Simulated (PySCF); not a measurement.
## Electronic structure of C6H5F3O (SMILES C=C1C=C1OCC(F)(F)F) in real space

Input

```
{"job": {"kind": "nmr", "xc": "PBE0", "basis": "pcSseg-1"}, "charge": 0, "multiplicity": 1}
C     -3.022380     0.567524    -1.213531
C     -1.988715     0.395588    -0.426800
C     -1.239702     0.594735     0.810410
C     -0.694056    -0.166694    -0.131664
O      0.300892    -0.946658    -0.541504
C      1.382757    -1.094351     0.346168
C      2.352420     0.090645     0.269609
F      2.782367     0.318255    -0.971700
F      3.434788    -0.145273     1.027596
F      1.809944     1.229280     0.715946
H     -3.068475     0.111078    -2.186229
H     -3.856146     1.175941    -0.911768
H     -1.173807     1.057457     1.763954
H      1.927058    -1.992152     0.040124
H      1.048643    -1.187386     1.387476
```

Run with:

```sh
OMP_NUM_THREADS=1 python probes_run.py task.json out
```

Geometry: GFN2-xTB.

The calculation used PBE0/pcSseg-1, SCF density, gas phase, non-relativistic (PySCF).

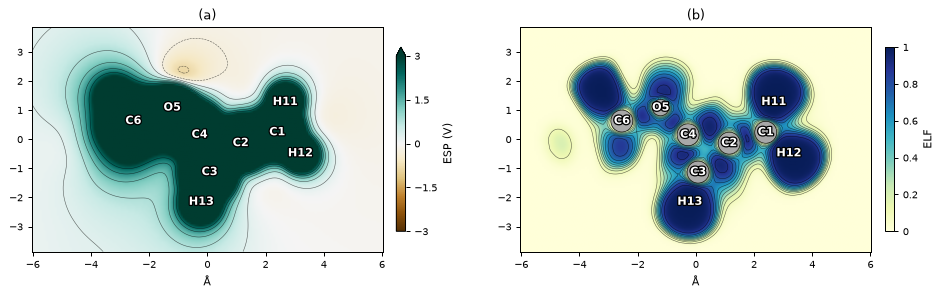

Figure 1. (a) molecular electrostatic potential; (b) electron localisation function on the plane of atoms C1, C2 and C4. Grey discs cover the atomic cores in the ELF map.

Question: Interpret the plot.

Answer:
- Atoms in the plane: C, O and H.
- C–C (1.31 Å): the ELF peaks at about 0.90 between the atoms; a short, multiple covalent bond.
- C–O (1.33 Å): the ELF peaks at about 0.90 between the atoms (a shared but strongly polarised pair).
- C–H (1.06 Å): the ELF climbs to about 1 towards the hydrogen, as it does in any bond to H: a covalent bond by its length.
- C–O (1.41 Å): the ELF peaks at about 0.90 between the atoms (a polar covalent bond).
- C–C (1.44 Å): the ELF peaks at about 0.80 between the atoms; a covalent bond.
- The ELF also peaks beside O5, away from the bonds: lone-pair regions.
- Outside the dense part of the molecule the potential is most negative (−0.9 V) near O5.

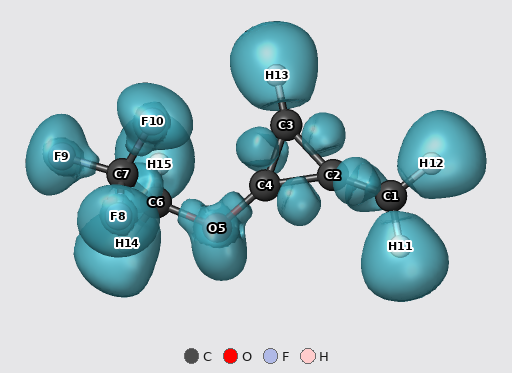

Figure 2. Isosurface of the electron localisation function at 0.75 (cyan), seen across its widest extent. Only the valence region is drawn (cores and ρ < 0.01 e/Å³ removed).

Question: Describe the localisation domains.

Answer: The ELF exceeds this value in five regions between bonded C–C atoms (shared pairs), five regions around hydrogen nuclei, three regions on F in which the atom's valence shell and bonds are merged and one region on O in which the atom's valence shell and bonds are merged.

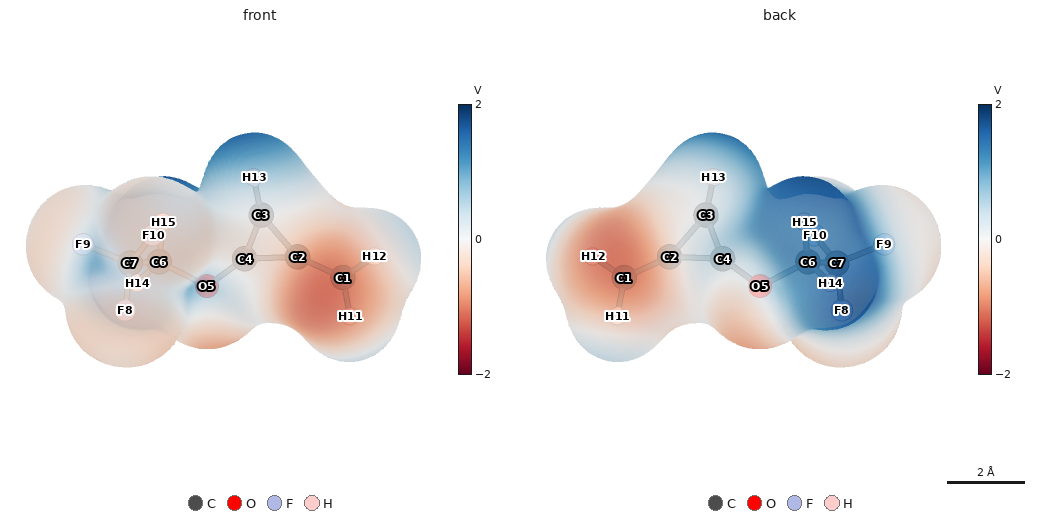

Figure 3. The electrostatic potential painted on the density surface at 0.002 e/bohr³, seen from the front and from behind; the colour scale runs from red (negative) to blue (positive).

Question: Where is the surface potential most negative and most positive?

Answer: The most negative region (about −1.2 V) lies over the π face of C1, the most positive (about +1.7 V) over C7, H14 and H15.

Question: How polar is the molecule by this calculation?

Answer: Its dipole moment is 2.90 D.
